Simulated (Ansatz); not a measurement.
Breaking the Se1–I3 bond in HISe (SMILES [SeH]I) (multiplicity 1 held, fragments rigid). Energies count from the point at 2.543 Å.
Geometry at that point (charge 0, multiplicity 1):
```xyz
3

Se    -0.9044    -0.7406     0.9881
H     -1.8402    -1.1856    -0.0595
I      0.6149     0.4975    -0.6327
```

R- and RO- levels are restricted; in cc, def2 and unpolarised 6-31G sets they are followed outwards from rest. U- levels take the lowest unrestricted solution at each point, which mixes spins at long bonds. Curves can end on different states.

Cores are frozen in the correlated methods. Filled d and f shells under p-block atoms count as core.

The values were computed with Ansatz (Gaussian orbitals).  In def2 rows elements past Kr take small-core potentials, without spin–orbit coupling.

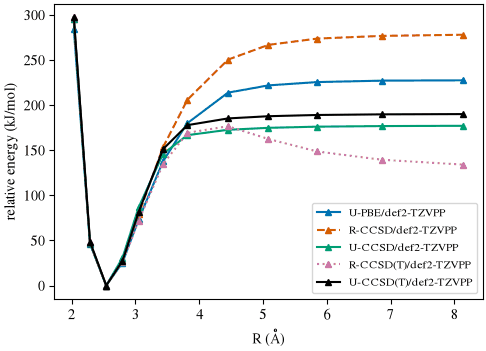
Relative energy along the coordinate

Doubts at one or more of the structures used: a spin-contaminated determinant (U-PBE/def2-TZVPP, U-CCSD/def2-TZVPP, U-CCSD(T)/def2-TZVPP); a restricted determinant that unrestricted orbitals would lower (R-CCSD/def2-TZVPP, R-CCSD(T)/def2-TZVPP); other coupled-cluster roots lie near (R-CCSD/def2-TZVPP, R-CCSD(T)/def2-TZVPP); T1 above 0.05 (R-CCSD/def2-TZVPP, U-CCSD/def2-TZVPP, R-CCSD(T)/def2-TZVPP, U-CCSD(T)/def2-TZVPP); the program's own flag: other amplitudes (U-CCSD/def2-TZVPP, U-CCSD(T)/def2-TZVPP).

Ansatz is a program for electronic structure.
